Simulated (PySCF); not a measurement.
SMILES Bc1ccc(cc1)C=O (C7H7BO) at its GFN2-xTB optimised geometry (Å):

```
16

B     -1.5398    -2.4307    -0.0020
C     -0.7317    -1.1085     0.0000
C     -1.3729     0.1405     0.0010
C     -0.6605     1.3215     0.0003
C      0.7346     1.2956    -0.0006
C      1.5059     2.5450    -0.0030
O      2.7078     2.6220    -0.0034
C      1.3951     0.0653     0.0000
C      0.6722    -1.1085     0.0000
H     -2.7078    -2.3996     0.0030
H     -0.9818    -3.4574    -0.0093
H     -2.4527     0.1718     0.0017
H     -1.1752     2.2724     0.0002
H      0.8752     3.4574    -0.0052
H      2.4754     0.0616    -0.0001
H      1.1938    -2.0543     0.0002
```

Method: CAM-B3LYP/def2-TZVP (PySCF).

Map of the electron localisation function on the plane z = 1.2 Å:

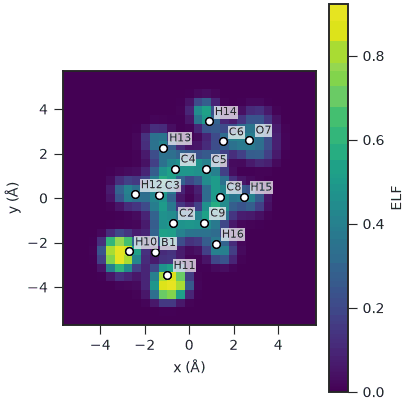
Electron localisation function on the plane z = 1.2 Å.
